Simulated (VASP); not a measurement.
Band structure of Hf$_{2}$Ni (space group I4/mcm). All values below come from PBEsol GGA, VASP's PBE PAW potentials (set 64) (plane waves; VASP 6.6.1).

Unless said otherwise, spin-orbit coupling is left out, though it shifts the bands of the heavy elements here.

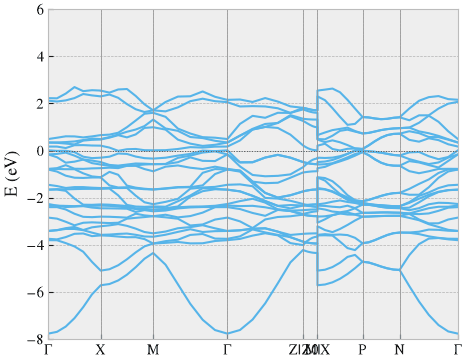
Fig. 1. Bands along high-symmetry lines, zero at the valence-band maximum or, without a gap, the Fermi level

Problem. Read the plot: is there a gap, and where are the band edges?

Solution. It has no gap at this level: it comes out as a metal or semimetal.

The structure comes from a computed database's Hf2Ni entry (I4/mcm); how it stands against other phases isn't given here. The cell was not relaxed at this level. The run is not spin-polarised, so no magnetic state was tried.
